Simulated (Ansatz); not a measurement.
# Mo (Im-3m): thermal expansion from first principles, part 2 of 2

How much does Mo expand with temperature?

Ansatz 0.2.0; DFT PBEsol, scalar-relativistic, plane waves, PAW; PAW set soft_1.

So far. Step 2 (Probe on a coarse mesh): The start is under -3.8 GPa at this level and looks like a metal on this mesh. Step 4 (Relaxing to small residual forces and stress): The residual pressure is 6.3e-4 GPa, small enough for phonons. The relaxed cell has a = 3.130 Å (conventional setting).

## 5. The quasi-harmonic study

Thermal expansion follows from how the free energy of the vibrations (and of the electrons in a metal) changes with strain, so the program makes strained cells, their phonons and a fit in one run.

File input.yaml:

```yaml
crystal:
  lattice:
    - [-1.5650514301, 1.5650514301, 1.5650514301]
    - [1.5650514301, -1.5650514301, 1.5650514301]
    - [1.5650514301, 1.5650514301, -1.5650514301]
  atoms:
    - { symbol: Mo, position: [0.0, 0.0, 0.0] }
kpoints:
  mp_grid: { grid: [20, 20, 20] }
hamiltonian:
  xc: pbesol
  pseudopotentials: { kind: paw, azcp: { folder: soft_1 }, xc_functional: pbe }
scf:
  occupations: { method: methfessel_paxton, width: 0.2 }
  lower_state_search: "off"
output:
  eigenvalues: true
phonons:
  method: dfpt
  qmesh: [4, 4, 4]
  temperatures: { t_max: 1200.0, t_step: 50 }
  thermal_expansion: {}
```

On the command line:

```
$ ansatz run input.yaml --threads 8 --pin off --max-ram 16384MiB --backend cpu --events-out ev --progress --plain --runs-dir out
```

Numbers of over 12 decimals in the logs are rounded to 6 here.

The log of the run:

```text
[...]
Crystal: 1 atoms, lattice volume = 15.334 Å³
Basis set: ecut = 487.2 eV, 369 PW (Γ), exchange–correlation on 40×40×40 points (8 copies of the dense FFT grid, shifted against one another)
Bands: 11, of which v1, the nominal top of the filled ones, is band 7 counted from 1 (6 counted from 0)
Symmetry: 48 space group operations
[...]
k-points: 256 of 8000
[...]
SCF iter   1: F=—  HF=-4898.211563 eV  |F-HF|=—  |Δ(HF+E_count)|=         —  Δρ=1.11e-1  dr2=1.87e0  ethr=3.10e-3  ⟨swp⟩=4.9  Hψ=15120  notcnv=0
[...]
SCF iter   8: F=-4897.504639 eV  HF=-4897.504639 eV  |F-HF|=1.82e-12  |Δ(HF+E_count)|=  8.01e-10  S|Δr|=    0.00e0  Δρ=3.40e-7  dr2=6.36e-12  ethr=1.00e-12  ⟨swp⟩=4.3  Hψ=13619  notcnv=0
the search or the solves at the SCF's close seem to have found levels that the self-consistency loop had missed (the run counts 1). By its estimate they hold under 1e-12 electrons; where the run keeps them, the occupations were computed again with them
SCF 1 converged in 8 iterations: F = -4897.504639 eV  dr2 = 6.36e-12
[...]
relax step   1: F+E_penalty+E_count = -4897.50463908 eV  Δ(F+E_penalty+E_count) = +0.000e0 eV  max|allowed force component| = 0.000e0 eV/Å  Δτ_max = 0.0000 Å  (8 SCF iters, accepted)
SCF converged after 8 iterations
[...]
Free energy (F): -4897.504639 eV
[...]
Internal energy: -4897.504630 eV  (E = F + TS)
E sigma→0 (E₀):  -4897.504637 eV
Entropy (-TS):   -0.000009 eV (-0.009 meV/atom)
Fermi energy:    21.438275 eV
[...]
--- Stress (GPa, compression-positive) ---
       -0.009478       0.000000       0.000000
        0.000000      -0.009478      -0.000000
        0.000000       0.000000      -0.009478
  P = ⅓ Tr σ = -0.0095 GPa (-0.095 kbar)
--- Band table (eV; the first three rows and the last of 256) ---
  k-point 0: bands = [... 3 lower, -13.0179, 14.0834, 20.0133, 20.0133, 20.0133, 23.0963, 23.0963, 36.1130]
  k-point 1: bands = [... 3 lower, -13.0182, 14.1974, 19.9481, 20.0033, 20.1205, 22.9972, 23.0977, 36.2002]
  k-point 2: bands = [... 3 lower, -13.0191, 14.5256, 19.7646, 19.9605, 20.4385, 22.7660, 23.1058, 36.4222]
  k-point 255: bands = [... 3 lower, -14.0466, 15.8047, 15.8047, 25.5321, 25.5321, 25.5321, 30.5840, 30.5840]
── thermal expansion: 3 new cells, 3 in all ──
thermal expansion: relaxation of cell 2
thermal expansion: relaxation of cell 3
── thermal expansion: 2 new cells, 5 in all ──
thermal expansion: relaxation of cell 4
thermal expansion: electrons of cell 4
thermal expansion: phonons of cell 4
WARN: thermal expansion, phonons of cell 4: eigensolver did not converge (k=54): 1 band(s) unlocked after 20 sweeps at ethr=1.00e-12 eV (lowest unlocked band 10, counted from 0; max residual 1.99e-6 eV among the unlocked bands, 1.99e-6 eV over every band)
thermal expansion: relaxation of cell 5
thermal expansion: electrons of cell 1
thermal expansion: electrons of cell 2
thermal expansion: electrons of cell 3
thermal expansion: electrons of cell 5
thermal expansion: phonons of cell 5
[...]
── thermal expansion: 5 new cells, 10 in all ──
thermal expansion: relaxation of cell 6
thermal expansion: relaxation of cell 7
thermal expansion: relaxation of cell 8
thermal expansion: relaxation of cell 9
thermal expansion: relaxation of cell 10
thermal expansion: electrons of cell 6
thermal expansion: electrons of cell 7
thermal expansion: electrons of cell 8
thermal expansion: electrons of cell 9
thermal expansion: electrons of cell 10
thermal expansion: phonons of cell 6
[...]
thermal expansion: phonons of cell 7
[...]
WARN: thermal expansion: eigensolver_not_converged in the phonons of 4 cells: 4, 5, 6, 7
--- Relaxed structure (1 steps of the walk, 1 accepted, 0 SCFs on fresh bases) ---
  F+E_penalty+E_count = -4897.50463908 eV   max|allowed force component| = 0.000e0 eV/Å
  atoms:
    - { symbol: Mo, position: [0.0, 0.0, 0.0] }
--- Thermal expansion: 10 cells in 3 rounds, 0 GPa ---
  no lower state was looked for at cell 4: scf.lower_state_search: off
  without vibrations: a 2.71072, b 2.71072, c 2.71072 Å, V 15.3332 Å³, B 281.07 GPa
  at 0 K: a 2.71278, b 2.71278, c 2.71278 Å, V 15.3681 Å³, B 278.50 GPa
  zero-point expansion: a +0.076, b +0.076, c +0.076, V +0.228 %
      T/K        a/Å        b/Å        c/Å       V/Å³ | expansion of a, b, c, V (1e-6/K)   | that of V in the mean from 25 °C | C_P, C_V (J/mol K of the cell) | B_T, B_S (GPa)
     0.00    2.71278    2.71278    2.71278    15.3681 |    0.00    0.00    0.00    0.00 |    9.75 |     0.000     0.000 |   278.50   278.50
   150.00    2.71353    2.71353    2.71353    15.3808 |    4.01    4.01    4.01   12.02 |   14.04 |    19.033    18.977 |   276.65   277.46
   298.15    2.71541    2.71541    2.71541    15.4129 |    5.09    5.09    5.09   15.27 |       - |    23.750    23.574 |   272.93   274.96
   400.00    2.71686    2.71686    2.71686    15.4375 |    5.34    5.34    5.34   16.03 |   15.70 |    24.767    24.509 |   270.22   273.07
   550.00    2.71909    2.71909    2.71909    15.4756 |    5.58    5.58    5.58   16.73 |   16.15 |    25.611    25.229 |   266.14   270.17
   700.00    2.72140    2.72140    2.72140    15.5151 |    5.76    5.76    5.76   17.28 |   16.50 |    26.203    25.691 |   261.96   267.18
   850.00    2.72379    2.72379    2.72379    15.5560 |    5.93    5.93    5.93   17.79 |   16.82 |    26.706    26.057 |   257.70   264.12
  1000.00    2.72624    2.72624    2.72624    15.5981 |    6.10    6.10    6.10   18.30 |   17.12 |    27.177    26.380 |   253.35   261.00
  1150.00    2.72878    2.72878    2.72878    15.6416 |    6.28    6.28    6.28   18.83 |   17.42 |    27.640    26.684 |   248.91   257.83
  1200.00    2.72964    2.72964    2.72964    15.6564 |    6.34    6.34    6.34   19.01 |   17.52 |    27.795    26.783 |   247.41   256.76
  the static fit leaves 0.001 meV an atom of the energies and, of the stresses, 0.000 GPa of each cell's largest along a strain (root mean squares over the cells), whose Pulay part it has at -0.012 GPa
  vibrations' free energy: its fit passes through its cells
  the electrons' free energy at temperature is in it; its fit leaves 0.0001 meV an atom at the most
  free energies summed between the sampled wave vectors
  estimated error of the fitted expansion in any direction: up to 0.022e-6/K, at 1200 K, with few degrees of freedom (an estimate, not a bound: it was exceeded on models of known expansion)
  by sums over the sampled wave vectors an expansion of the volume parts by up to 0.16e-6/K
  by a static energy of one degree less an expansion of the volume parts by up to 0.00e-6/K
  eigensolver_not_converged in the phonons of 4 cells: 4, 5, 6, 7
```

Elapsed: 7.4 min, on 8 threads of Arm Neoverse V1, shared host; peak memory 3.8 GiB.

Numbers from this step:

```
pressure                                         : -0.009478 GPa
volume expansion coefficient at 298 K            : 15.27 1e-6/K
C_P at 298 K                                     : 23.75 J/mol-atom/K
entropy at 298 K                                 : 28.83 J/mol-atom/K
isothermal bulk modulus at 298 K                 : 272.9 GPa
Grüneisen parameter at 298 K                     : 1.640
volume at 298 K                                  : 15.41 Å³/atom
principal linear expansion coefficients at 298 K : 5.089, 5.089, 5.089 1e-6/K
```

Strained cells of the study; zero-point energy where phonons were solved; the pressures are stresses at a fixed cutoff and can carry an offset from the finite basis. Expansion cells, by row:

```tsv
cell	|a| (Å)	|b| (Å)	|c| (Å)	V (Å³/atom)	E - E_lowest (meV/atom)	pressure, compression positive (GPa)	gap (eV)	zero-point energy (meV/atom)
1	2.711	2.711	2.711	15.33	0	-0.021	-	-
2	2.732	2.732	2.732	15.7	7.58	-6.416	-	-
3	2.689	2.689	2.689	14.97	7.794	7.032	-	-
4	2.711	2.711	2.711	15.34	0.001	-0.068	-	36.13
5	2.724	2.724	2.724	15.57	3.06	-4.143	-	35.21
6	2.719	2.719	2.719	15.48	1.204	-2.628	-	35.56
7	2.736	2.736	2.736	15.77	10.39	-7.457	-	34.41
8	2.684	2.684	2.684	14.88	12.13	8.864	-	-
9	2.697	2.697	2.697	15.11	2.962	4.265	-	-
10	2.749	2.749	2.749	15.99	23.04	-10.83	-	-
```

Quasi-harmonic; a, b, c are the run's own cell vectors. Expansion, by row:

```tsv
T (K)	a (Å)	b (Å)	c (Å)	alpha (deg)	beta (deg)	gamma (deg)	cell volume (Å³/cell)	alpha_a (1e-6/K)	alpha_b (1e-6/K)	alpha_c (1e-6/K)	alpha_V (1e-6/K)	C_P (J/mol-atom/K)	C_V (J/mol-atom/K)	S (J/mol-atom/K)	B_T (GPa)	B_S (GPa)	Grueneisen	extrapolation	fit error (1e-6/K)
0	2.713	2.713	2.713	109.5	109.5	109.5	15.37	0	0	0	0	0	0	0	278.5	278.5	-	0	0
50	2.713	2.713	2.713	109.5	109.5	109.5	15.37	0.74	0.74	0.74	2.22	3.851	3.85	1.237	278.4	278.5	1.487	0	0
100	2.713	2.713	2.713	109.5	109.5	109.5	15.37	2.85	2.85	2.85	8.56	13.8	13.78	7.165	277.7	278.1	1.597	0	0
150	2.714	2.714	2.714	109.5	109.5	109.5	15.38	4.01	4.01	4.01	12.02	19.03	18.98	13.88	276.6	277.5	1.623	0	0
200	2.714	2.714	2.714	109.5	109.5	109.5	15.39	4.58	4.58	4.58	13.73	21.56	21.46	19.75	275.4	276.7	1.633	0	0
250	2.715	2.715	2.715	109.5	109.5	109.5	15.4	4.89	4.89	4.89	14.68	22.93	22.8	24.72	274.2	275.8	1.638	0	0
298.1	2.715	2.715	2.715	109.5	109.5	109.5	15.41	5.09	5.09	5.09	15.27	23.75	23.57	28.83	272.9	275	1.64	0	0
300	2.715	2.715	2.715	109.5	109.5	109.5	15.41	5.09	5.09	5.09	15.28	23.77	23.6	28.98	272.9	274.9	1.641	0	0
350	2.716	2.716	2.716	109.5	109.5	109.5	15.43	5.24	5.24	5.24	15.71	24.35	24.13	32.69	271.6	274	1.642	0	0.01
400	2.717	2.717	2.717	109.5	109.5	109.5	15.44	5.34	5.34	5.34	16.03	24.77	24.51	35.97	270.2	273.1	1.643	0	0.01
450	2.718	2.718	2.718	109.5	109.5	109.5	15.45	5.43	5.43	5.43	16.3	25.1	24.8	38.91	268.9	272.1	1.644	0	0.01
500	2.718	2.718	2.718	109.5	109.5	109.5	15.46	5.51	5.51	5.51	16.52	25.37	25.03	41.56	267.5	271.1	1.644	0	0.01
550	2.719	2.719	2.719	109.5	109.5	109.5	15.48	5.58	5.58	5.58	16.73	25.61	25.23	43.99	266.1	270.2	1.645	0	0.01
600	2.72	2.72	2.72	109.5	109.5	109.5	15.49	5.64	5.64	5.64	16.92	25.82	25.4	46.23	264.8	269.2	1.645	0	0.01
650	2.721	2.721	2.721	109.5	109.5	109.5	15.5	5.7	5.7	5.7	17.1	26.02	25.55	48.31	263.4	268.2	1.646	0	0.01
700	2.721	2.721	2.721	109.5	109.5	109.5	15.52	5.76	5.76	5.76	17.28	26.2	25.69	50.24	262	267.2	1.646	0	0.01
750	2.722	2.722	2.722	109.5	109.5	109.5	15.53	5.82	5.82	5.82	17.45	26.38	25.82	52.06	260.6	266.2	1.647	0	0.01
800	2.723	2.723	2.723	109.5	109.5	109.5	15.54	5.87	5.87	5.87	17.62	26.54	25.94	53.76	259.1	265.1	1.647	0	0.01
850	2.724	2.724	2.724	109.5	109.5	109.5	15.56	5.93	5.93	5.93	17.79	26.71	26.06	55.38	257.7	264.1	1.648	0	0
900	2.725	2.725	2.725	109.5	109.5	109.5	15.57	5.99	5.99	5.99	17.96	26.86	26.17	56.91	256.3	263.1	1.649	0	0
950	2.725	2.725	2.725	109.5	109.5	109.5	15.58	6.04	6.04	6.04	18.13	27.02	26.27	58.37	254.8	262.1	1.65	0	0
1000	2.726	2.726	2.726	109.5	109.5	109.5	15.6	6.1	6.1	6.1	18.3	27.18	26.38	59.76	253.3	261	1.651	0	0.01
1050	2.727	2.727	2.727	109.5	109.5	109.5	15.61	6.16	6.16	6.16	18.47	27.33	26.48	61.09	251.9	259.9	1.652	0	0.01
1100	2.728	2.728	2.728	109.5	109.5	109.5	15.63	6.22	6.22	6.22	18.65	27.48	26.58	62.36	250.4	258.9	1.653	0	0.01
1150	2.729	2.729	2.729	109.5	109.5	109.5	15.64	6.28	6.28	6.28	18.83	27.64	26.68	63.59	248.9	257.8	1.654	0	0.02
1200	2.73	2.73	2.73	109.5	109.5	109.5	15.66	6.34	6.34	6.34	19.01	27.8	26.78	64.77	247.4	256.8	1.656	0	0.02
```

The expansion coefficient by temperature; values in 1e-6/K:

```tsv
temperature (K)	volume	principal 1
0	0	0
150	12.0	4.01
298	15.3	5.09
350	15.7	5.24
500	16.5	5.51
650	17.1	5.7
800	17.6	5.87
900	18.0	5.99
1050	18.5	6.16
1200	19.0	6.34
```

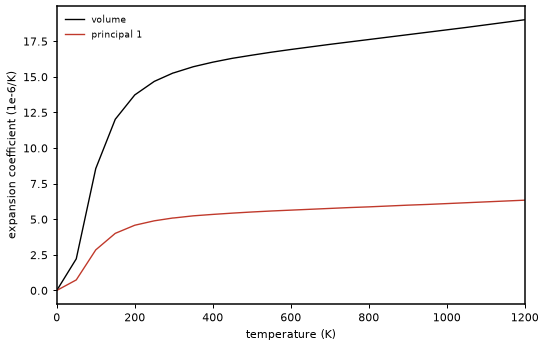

Expansion coefficient, plotted against temperature.

At 298 K the volume expansion is 15.3 × 10⁻⁶/K and B_T is 273 GPa. The q-mesh is coarse, so this is a first estimate. The program raised the cutoff to 487.2 eV by itself: with no cutoff typed, the study takes about 1.16 times the default for its relaxations and scales it with the volume for the phonons.

## 6. Summary of results

| Property | Result |
| --- | --- |
| settings of these figures | PBEsol, 487.2 eV, k 20×20×20, q 4×4×4 |
| volume expansion coefficient at 298 K | 15.27 1e-6/K |
| C_P at 298 K | 23.75 J/mol-atom/K |
| entropy at 298 K | 28.83 J/mol-atom/K |
| isothermal bulk modulus at 298 K | 272.9 GPa |
| Grüneisen parameter at 298 K | 1.640 |
| volume at 298 K | 15.41 Å³/atom |
| principal linear expansion coefficients at 298 K | 5.089, 5.089, 5.089 1e-6/K |

What this shows: Near room temperature Mo expands by 15.3 × 10⁻⁶/K in volume by PBEsol, with C_P = 23.8 J/(mol K) per mole of atoms and B_T = 273 GPa. The q-mesh is coarse, and the expansion can converge slowly with it. C_P at room temperature is 95 % of the classical 3R an atom. In this metal the study includes the electrons' free energy, which adds a term that grows with temperature, so the heat capacities need not level off at 3R. The log notes that a few bands missed the eigensolver's threshold in the phonon runs. The PAW files were made for PBE and are used here under another functional, for which the program regenerates the frozen cores.

[Logs are printed without paths, hosts, clocks, repeated set-up lines and the standing remarks that a program may print on its own settings, such as how far it seeks lower states.]

[Hosts, paths, dates, database ids (printed as entryN), source tags and the programs' standing remarks are cut or masked in the printed files.]

[A step with changed settings may run another functional than the one named; its input shows which.]
